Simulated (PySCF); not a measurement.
Propyne, SMILES C#CC (C3H4) at its B3LYP/def2-SVP optimised geometry (Å):

```
7

C     -0.2877    -0.1643     0.0000
C     -0.8147    -0.8858     1.1536
C     -1.2525    -1.4849     2.1109
H     -0.6233     0.8858     0.0000
H     -0.6233    -0.6239    -0.9442
H      0.8147    -0.1643     0.0000
H     -1.6403    -2.0151     2.9598
```

Method: B3LYP/def2-TZVP (PySCF 2.14.0). Cells within 0.4 Å of a nucleus heavier than hydrogen are left out (blank, or x).

Map of the deformation density (molecule minus spherical neutral atoms) (e/bohr³) on the plane z = 0.0 Å:

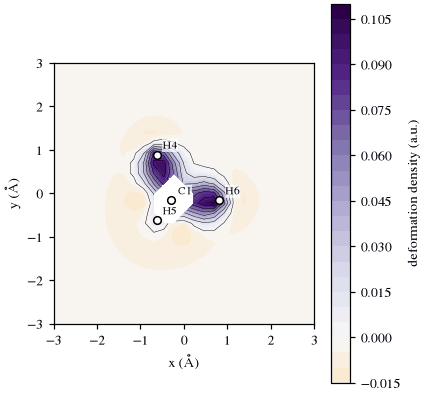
Fig. 1. Deformation density (molecule minus spherical neutral atoms) (e/bohr³) on the plane z = 0.0 Å.
